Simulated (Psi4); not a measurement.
# P4 (SMILES P12P3P1P23): wB97M-V/def2-SVPD

Aim: the vertical ionisation energy of P4 at wB97M-V/def2-SVPD, from 2 runs. The job is set up through an ASE script.

Program for the calculation: Psi4 1.11.

2 further runs of the same task are left out: 1 that didn't finish, 1 set aside as unsound or not needed.

## 1. Starting point

P4: 4 atoms, total charge 0, spin state singlet. As SMILES, `P12P3P1P23`. Geometry: relaxed at PBE0-D4/def2-TZVP.

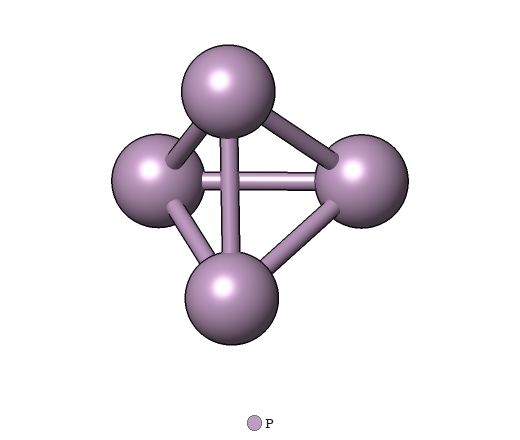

The structure, seen from a chosen angle (phosphorus pink).

## 2. A single-point energy at wB97M-V/def2-SVPD

Input file p4_ase.py:

```python
import numpy as np
from ase.calculators.psi4 import Psi4
from ase import Atoms

mol = Atoms(['P', 'P', 'P', 'P'], positions=[
    [-0.724800, -0.100000, 1.119400],
    [1.294900, 0.109800, 0.315700],
    [-0.185000, -1.091700, -0.749800],
    [-0.385100, 1.081900, -0.685200],
])
calc = Psi4(atoms=mol, method='wb97m-v', basis='def2-SVPD', memory='1600MB', num_threads=1, charge=0, multiplicity=1, label='psi4-calc', reference='rks')
calc.psi4.set_options({'puream': True, 'e_convergence': 1e-09, 'd_convergence': 1e-08, 'scf_type': 'pk', 'dft_radial_points': 99, 'dft_spherical_points': 590})
mol.calc = calc

print(f'energy: {mol.get_potential_energy():.6f} eV')
```

Command:

```sh
python p4_ase.py
```

psi4-calc.dat:

```text
[...]
  Running in c1 symmetry.
[...]
  Nuclear repulsion =  327.132424195368571
[...]
  Multiplicity = 1
[...]
  Nalpha       = 30
  Nbeta        = 30
[...]
    Number of basis functions: 96
[...]
   @RKS iter   1: -1364.96129833583541    3.80612e-02   1.65594e-03 DIIS/ADIIS
[...]
   @RKS iter   9: -1364.97535303398990   -1.18007e-10   7.30725e-09 DIIS
[...]
    Orbital Energies [Eh]
    ---------------------
    Doubly Occupied:
       1A    -77.384889     2A    -77.384859     3A    -77.384856
       4A    -77.384855     5A     -6.749140     6A     -6.749028
       7A     -6.749026     8A     -6.749025     9A     -4.866065
      10A     -4.865623    11A     -4.865621    12A     -4.865620
      13A     -4.864082    14A     -4.864081    15A     -4.864052
      16A     -4.864051    17A     -4.864050    18A     -4.863958
      19A     -4.863957    20A     -4.863956    21A     -0.941872
      22A     -0.655495    23A     -0.655484    24A     -0.655481
      25A     -0.442326    26A     -0.381433    27A     -0.381423
      28A     -0.381419    29A     -0.350856    30A     -0.350854
[...]
  @RKS Final Energy: -1364.97535303398990
   => Energetics <=
    Nuclear Repulsion Energy =            327.1324241953685714
    One-Electron Energy =               -2539.1976185746852934
    Two-Electron Energy =                 918.3515007424095984
    DFT Exchange-Correlation Energy =     -71.5040948464854580
    Empirical Dispersion Energy =           0.0000000000000000
    VV10 Nonlocal Energy =                  0.2424354494028697
    Total Energy =                      -1364.9753530339899044
[...]
 Multipole Moments:
 ------------------------------------------------------------------------------------
     Multipole            Electronic (a.u.)      Nuclear  (a.u.)        Total (a.u.)
 ------------------------------------------------------------------------------------
 L = 1.  Multiply by 2.5417464519 to convert [e a0] to [Debye]
 Dipole X            :         -0.0000082           -0.0000000           -0.0000082
 Dipole Y            :         -0.0000014           -0.0000000           -0.0000014
 Dipole Z            :         -0.0000000            0.0000000           -0.0000000
 Magnitude           :                                                    0.0000083
[...]
```

Standard output:

```text
energy: -37142.871245 eV
```

It took 26 s on 1 thread of Intel Xeon 6975P-C (Granite Rapids), shared host; peak memory 0.89 GiB.

## 3. The doublet cation

Input file p4_ase.py:

```python
import numpy as np
from ase.calculators.psi4 import Psi4
from ase import Atoms

atoms = Atoms(['P', 'P', 'P', 'P'], positions=[
    [-0.724800, -0.100000, 1.119400],
    [1.294900, 0.109800, 0.315700],
    [-0.185000, -1.091700, -0.749800],
    [-0.385100, 1.081900, -0.685200],
])
calc = Psi4(atoms=atoms, method='wb97m-v', basis='def2-SVPD', memory='1600MB', num_threads=1, charge=1, multiplicity=2, label='psi4-calc', reference='uks')
calc.psi4.set_options({'puream': True, 'e_convergence': 1e-09, 'd_convergence': 1e-08, 'scf_type': 'pk', 'dft_radial_points': 99, 'dft_spherical_points': 590, 'maxiter': 100})
atoms.calc = calc

print(f'energy: {atoms.get_potential_energy():.6f} eV')
```

Command:

```sh
python p4_ase.py
```

psi4-calc.dat:

```text
[...]
  Running in c1 symmetry.
[...]
  Nuclear repulsion =  327.132424195368571
[...]
  Multiplicity = 2
[...]
  Nalpha       = 30
  Nbeta        = 29
[...]
    Number of basis functions: 96
[...]
   @UKS iter   1: -1364.58731128930322    4.12048e-01   2.24552e-03 DIIS/ADIIS
[...]
   @UKS iter  36: -1364.62233867327268   -4.32010e-12   2.04924e-09 DIIS
[...]
   @S^2 Observed:                7.532322485E-01
[...]
    Orbital Energies [Eh]
    ---------------------
    Alpha Occupied:
       1A    -77.623997     2A    -77.623969     3A    -77.623963
       4A    -77.623958     5A     -6.987219     6A     -6.987106
       7A     -6.987099     8A     -6.987096     9A     -5.105713
      10A     -5.105703    11A     -5.105613    12A     -5.105604
      13A     -5.102818    14A     -5.102386    15A     -5.102377
      16A     -5.102349    17A     -5.100642    18A     -5.100590
      19A     -5.100583    20A     -5.100518    21A     -1.181792
      22A     -0.897616    23A     -0.885752    24A     -0.885694
      25A     -0.661827    26A     -0.606345    27A     -0.606332
      28A     -0.606193    29A     -0.589475    30A     -0.574490
    Alpha Virtual:
[...]
  @UKS Final Energy: -1364.62233867327268
   => Energetics <=
    Nuclear Repulsion Energy =            327.1324241953685714
    One-Electron Energy =               -2525.1512450840109523
    Two-Electron Energy =                 904.5285934031256829
    DFT Exchange-Correlation Energy =     -71.3725748719304676
    Empirical Dispersion Energy =           0.0000000000000000
    VV10 Nonlocal Energy =                  0.2404636841748559
    Total Energy =                      -1364.6223386732724521
[...]
 Multipole Moments:
 ------------------------------------------------------------------------------------
     Multipole            Electronic (a.u.)      Nuclear  (a.u.)        Total (a.u.)
 ------------------------------------------------------------------------------------
 L = 1.  Multiply by 2.5417464519 to convert [e a0] to [Debye]
 Dipole X            :          0.0000400           -0.0000000            0.0000400
 Dipole Y            :          0.0000343           -0.0000000            0.0000343
 Dipole Z            :          0.0000119            0.0000000            0.0000119
 Magnitude           :                                                    0.0000541
[...]
```

On the terminal:

```text
energy: -37133.265235 eV
```

Wall time 1.7 min (1 thread of Intel Xeon 6975P-C (Granite Rapids), shared host); peak memory 0.89 GiB.

## 4. Results

At wB97M-V/def2-SVPD:

| quantity | value |
| --- | --- |
| singlet P4: total energy | -1364.97535 Eh |
| singlet P4: dipole moment | 0.00 D |
| singlet P4: HOMO energy | -9.55 eV |
| singlet P4: LUMO energy | 1.23 eV |
| singlet P4: HOMO–LUMO gap | 10.78 eV |
| doublet cation: total energy | -1364.62234 Eh |
| doublet cation: HOMO energy (highest over α and β) | -15.50 eV |
| doublet cation: LUMO energy (lowest over α and β) | -9.69 eV |
| doublet cation: ⟨S²⟩ | 0.753 |
| vertical ionisation energy (to the doublet cation) | 9.606 eV |

**Reading.** The vertical ionisation energy comes to 9.61 eV (222 kcal/mol). The negative HOMO energy of the first species, 9.55 eV, lies 0.06 eV below that difference.
